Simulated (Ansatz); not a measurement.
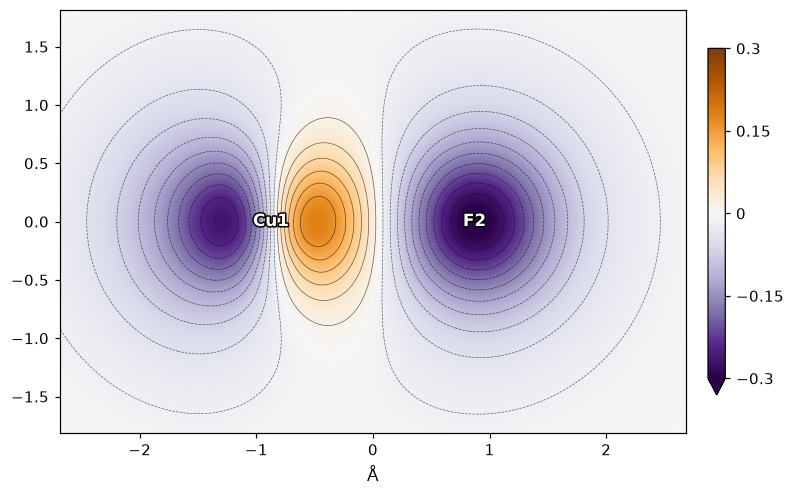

CuF (SMILES [F][Cu]). The HOMO−1 on a plane 0.8 Å above a plane that holds the molecular axis (values in Å⁻³ᐟ²; the overall sign is arbitrary).

Geometry: BLYP-D3(BJ)/def2-SVP.

The calculation used Ansatz 0.2.0, isolated molecule in a Gaussian basis; Kohn-Sham density functional theory, functional PBE0.

> Describe this orbital and give its energy.

It lies mainly on Cu1 (about 65 %) and F2 (about 35 %). It is one of a degenerate set, so its orientation is arbitrary. Its energy is −7.83 eV.
